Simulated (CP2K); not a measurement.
**U-revPBE-D3(BJ)/TZV2P-MOLOPT-PBE-GTH (core potential) run of [OF2]+ (SMILES F[O+]F)**

Aim: the energy change on altering one bond length of [OF2]+ at U-revPBE-D3(BJ)/TZV2P-MOLOPT-PBE-GTH (core potential), from 2 runs. 

Program for the calculation: CP2K 2026.2.

1 further run of the same task is left out (set aside as unsound or not needed).

### Step 1. The structure to begin with

[OF2]+: 3 atoms, total charge +1, spin state doublet. SMILES: `F[O+]F`. The shape is that of a PBE0-D4/def2-TZVP optimisation.

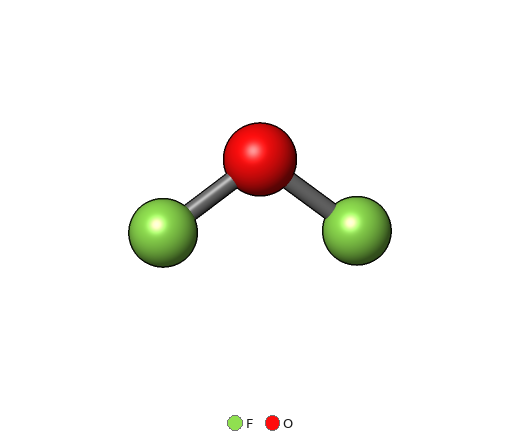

The structure, seen from a chosen angle (fluorine green, oxygen red).

### Step 2. A single-point energy at U-revPBE-D3(BJ)/TZV2P-MOLOPT-PBE-GTH (core potential)

Input file gas.inp:

```
&GLOBAL
   PROJECT gas
   RUN_TYPE ENERGY
   PRINT_LEVEL MEDIUM
&END GLOBAL
&FORCE_EVAL
   METHOD QUICKSTEP
   &DFT
      BASIS_SET_FILE_NAME BASIS_MOLOPT_UZH
      POTENTIAL_FILE_NAME POTENTIAL_UZH
      CHARGE 1
      MULTIPLICITY 2
      UKS T
      &QS
         METHOD GPW
         EPS_DEFAULT 1.0E-10
      &END QS
      ! plane-wave cutoff in Ry
      &MGRID
         CUTOFF 400
         REL_CUTOFF 50
         NGRIDS 4
      &END MGRID
      &POISSON
         PERIODIC NONE
         POISSON_SOLVER MULTIPOLE
      &END POISSON
      &SCF
         SCF_GUESS ATOMIC
         EPS_SCF 1.0E-06
         MAX_SCF 40
         &OT ON
            MINIMIZER DIIS
            PRECONDITIONER FULL_SINGLE_INVERSE
         &END OT
         &OUTER_SCF
            EPS_SCF 1.0E-06
            MAX_SCF 5
         &END OUTER_SCF
      &END SCF
      ! functional
      &XC
         &XC_FUNCTIONAL
            &PBE
               PARAMETRIZATION REVPBE
            &END PBE
         &END XC_FUNCTIONAL
         &VDW_POTENTIAL
            POTENTIAL_TYPE PAIR_POTENTIAL
            &PAIR_POTENTIAL
               TYPE DFTD3(BJ)
               PARAMETER_FILE_NAME dftd3.dat
               REFERENCE_FUNCTIONAL revPBE
               R_CUTOFF 15
            &END PAIR_POTENTIAL
         &END VDW_POTENTIAL
      &END XC
      &PRINT
         &MOMENTS
            PERIODIC F
            REFERENCE COM
            MAX_MOMENT 1
         &END MOMENTS
         &MO_CUBES
            NLUMO 1
            NHOMO -1
            WRITE_CUBE F
         &END MO_CUBES
         &HIRSHFELD OFF
         &END HIRSHFELD
      &END PRINT
   &END DFT
   &SUBSYS
      &CELL
         ABC [angstrom] 8.8 7.8 8
         PERIODIC NONE
      &END CELL
      &COORD
         F      0.920200    -0.309010     0.473410
         O      0.000640     0.505210     0.055670
         F     -0.920840    -0.196190    -0.529090
      &END COORD
      &TOPOLOGY
         &CENTER_COORDINATES
         &END CENTER_COORDINATES
      &END TOPOLOGY
      &KIND F
         BASIS_SET TZV2P-MOLOPT-PBE-GTH-q7
         POTENTIAL GTH-PBE-q7
      &END KIND
      &KIND O
         BASIS_SET TZV2P-MOLOPT-PBE-GTH-q6
         POTENTIAL GTH-PBE-q6
      &END KIND
   &END SUBSYS
&END FORCE_EVAL
```

Launch:

```
$ OMP_NUM_THREADS=1 cp2k.psmp -i gas.inp > gas.out 2>&1
```

Output:

```text
CP2K| version string:                                       CP2K version 2026.2
[...]
 GLOBAL| Method name                                                        CP2K
[...]
 GLOBAL| Run type                                                         ENERGY
[...]
 DFT| Spin unrestricted (spin-polarized) Kohn-Sham calculation               UKS
 DFT| Multiplicity                                                             2
[...]
 DFT| Charge                                                                   1
[...]
 FUNCTIONAL| PBE:
[...]
 QS| Method:                                                                 GPW
[...]
 QS| Density cutoff [a.u.]:                                                200.0
[...]
 QS| Relative density cutoff [a.u.]:                                        25.0
[...]
                             - Atoms:                                          3
[...]
                             - Spherical basis functions:                     87
[...]
 Number of electrons:                                                         10
[...]
     1 OT DIIS     0.80E-01    0.8     0.08508365       -62.2845144082 -6.23E+01
[...]
     7 OT DIIS     0.80E-01    0.8     0.00000092       -63.8855242131 -1.48E-09
  *** SCF run converged in     7 steps ***
[...]
  Overlap energy of the core charge distribution:               0.00000000000169
  Self energy of the core charge distribution:               -170.24822592708904
  Core Hamiltonian energy:                                     47.00870733191773
  Hartree energy:                                              71.65312623300444
  Exchange-correlation energy:                                -12.29759617230867
  Dispersion energy:                                           -0.00153567861457
  Total energy:                                               -63.88552421308841
[...]
                     Mulliken Population Analysis
 #  Atom  Element  Kind  Atomic population (alpha,beta) Net charge  Spin moment
       1     F        1         3.514579     3.298044     0.187377     0.216536
       2     O        2         2.970650     2.403661     0.625689     0.566989
       3     F        1         3.514771     3.298295     0.186934     0.216475
 # Total charge and spin       10.000000     9.000000     1.000000     1.000000
[...]
  Dipole moment [Debye]
    X=  0.9978493E-03 Y=  0.4586484E+00 Z=  0.5070949E-01  Total=      0.4614443
[...]
 HOMO - LUMO gap [eV] :    3.730830
 ENERGY| Total FORCE_EVAL ( QS ) energy [hartree]            -63.885524213088409
[...]
```

It took 41 s on 1 thread of Arm Neoverse V2, shared host; peak memory 0.62 GiB.

### Step 3. The distorted shape

Input file qs.inp:

```
&global
   project qs
   run_type ENERGY
   print_level MEDIUM
&end global

&force_eval
   method Quickstep
   &dft
      basis_set_file_name BASIS_MOLOPT_UZH
      potential_file_name POTENTIAL_UZH
      charge 1
      multiplicity 2
      uks T
      &qs
         method GPW
         eps_default 1.0E-10
      &end qs
      &mgrid
         cutoff 400
         rel_cutoff 50
         ngrids 4
      &end mgrid
      &poisson
         periodic NONE
         poisson_solver MULTIPOLE
      &end poisson
      &scf
         scf_guess ATOMIC
         eps_scf 1.0E-06
         max_scf 50
         &ot ON
            minimizer DIIS
            preconditioner FULL_SINGLE_INVERSE
         &end ot
         &outer_scf
            eps_scf 1.0E-06
            max_scf 5
         &end outer_scf
      &end scf
      # functional
      &xc
         &xc_functional
            &pbe
               parametrization REVPBE
            &end pbe
         &end xc_functional
         &vdw_potential
            potential_type PAIR_POTENTIAL
            &pair_potential
               type DFTD3(BJ)
               parameter_file_name dftd3.dat
               reference_functional revPBE
               r_cutoff 15
            &end pair_potential
         &end vdw_potential
      &end xc
      # extra output
      &print
         &moments
            periodic F
            reference COM
            max_moment 1
         &end moments
         &mo_cubes
            nlumo 3
            nhomo -1
            write_cube F
         &end mo_cubes
         &hirshfeld OFF
         &end hirshfeld
      &end print
   &end dft
   # atoms, cell and kinds
   &subsys
      &cell
         abc [angstrom] 9.9 8.8 8.5
         periodic NONE
      &end cell
      &coord
         F      2.023662    -1.286065     0.974693
         O      0.000640     0.505210     0.055670
         F     -0.920840    -0.196190    -0.529090
      &end coord
      &topology
         &center_coordinates
         &end center_coordinates
      &end topology
      &kind F
         basis_set TZV2P-MOLOPT-PBE-GTH-q7
         potential GTH-PBE-q7
      &end kind
      &kind O
         basis_set TZV2P-MOLOPT-PBE-GTH-q6
         potential GTH-PBE-q6
      &end kind
   &end subsys
&end force_eval
```

Launch:

```
$ OMP_NUM_THREADS=1 cp2k.psmp -i qs.inp -o qs.out
```

Output:

```text
CP2K| version string:                                       CP2K version 2026.2
[...]
 GLOBAL| Method name                                                        CP2K
[...]
 GLOBAL| Run type                                                         ENERGY
[...]
 DFT| Spin unrestricted (spin-polarized) Kohn-Sham calculation               UKS
 DFT| Multiplicity                                                             2
[...]
 DFT| Charge                                                                   1
[...]
 FUNCTIONAL| PBE:
[...]
 QS| Method:                                                                 GPW
[...]
 QS| Density cutoff [a.u.]:                                                200.0
[...]
 QS| Relative density cutoff [a.u.]:                                        25.0
[...]
                             - Atoms:                                          3
[...]
                             - Spherical basis functions:                     87
[...]
 Number of electrons:                                                         10
[...]
     1 OT DIIS     0.80E-01    1.2     0.08873740       -62.4916524722 -6.25E+01
[...]
    28 OT DIIS     0.80E-01    1.1     0.00000099       -63.8390367217 -1.43E-09
  *** SCF run converged in    28 steps ***
[...]
  Overlap energy of the core charge distribution:               0.00000000000085
  Self energy of the core charge distribution:               -170.24822592708904
  Core Hamiltonian energy:                                     46.68728704895233
  Hartree energy:                                              71.91742022859681
  Exchange-correlation energy:                                -12.19434246916441
  Dispersion energy:                                           -0.00117560304061
  Total energy:                                               -63.83903672174407
[...]
                     Mulliken Population Analysis
 #  Atom  Element  Kind  Atomic population (alpha,beta) Net charge  Spin moment
       1     F        1         2.997191     3.830650     0.172160    -0.833459
       2     O        2         3.440506     2.015365     0.544128     1.425141
       3     F        1         3.562303     3.153985     0.283712     0.408318
 # Total charge and spin       10.000000     9.000000     1.000000     1.000000
[...]
  Dipole moment [Debye]
    X= -0.1665229E+01 Y=  0.1516877E+01 Z= -0.7554716E+00  Total=      2.3758449
[...]
 HOMO - LUMO gap [eV] :    0.540990
 ENERGY| Total FORCE_EVAL ( QS ) energy [hartree]            -63.839036721744066
[...]
```

Wall time 3.4 min (1 thread of Arm Neoverse V2, shared host); peak memory 0.78 GiB.

### Step 4. Summary of results

Level: U-revPBE-D3(BJ)/TZV2P-MOLOPT-PBE-GTH (core potential).

```
                                                         quantity         value
                                        first shape: total energy  -63.88552 Eh
                  first shape: HOMO energy (highest over α and β)     -18.93 eV
                   first shape: LUMO energy (lowest over α and β)     -16.97 eV
                                   first shape: dispersion energy  -4.03 kJ/mol
                                                first shape: ⟨S²⟩         0.752
                                    distorted shape: total energy  -63.83904 Eh
              distorted shape: HOMO energy (highest over α and β)     -16.70 eV
                               distorted shape: dispersion energy  -3.09 kJ/mol
                                            distorted shape: ⟨S²⟩         1.756
energy change with the F1–O2 bond stretched from 1.297 to 2.854 Å      1.265 eV
```

**Reading.** With the F1–O2 bond stretched from 1.297 to 2.854 Å the energy rises by 1.26 eV (122 kJ/mol). The first shape isn't relaxed at this level, so the change isn't measured from a minimum. ⟨S²⟩ (distorted shape) is 1.76 where a pure doublet has 0.75: the reference is spin-contaminated.
